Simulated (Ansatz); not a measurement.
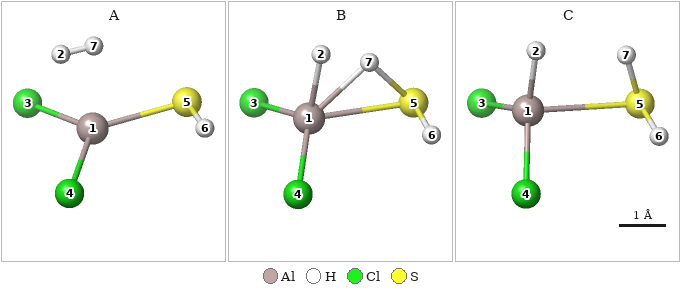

3 geometries from a converged minimum-energy path of AlH$_{3}$SCl$_{2}$, shuffled. The picture is a ball-and-stick view, seen at a tilt.

Computed with RKS r2SCAN-D4/def2-SVP (Ansatz 0.2.0). Settings: 9 movable images; climbing image; force threshold 0.03 eV/Å; iteration limit 60; starting path through a guess of the saddle point.

Q: Which frame is the top of the path?

A: B. In order along the path, whose images run from 0 to 10: C (image 2, +0.15 eV), B (image 4, +0.56 eV), A (image 9, −0.31 eV). Breaking: Al1–H2 (1.58 → 1.68 at the top → 2.30 Å), S5–H7 (1.35 → 1.61 at the top → 2.99 Å). Forming: H2–H7 (2.99 → 1.18 at the top → 0.77 Å).

The run took 5.9 min on 2 threads of Arm Neoverse V1, with other jobs on the host, peak memory 0.15 GiB.
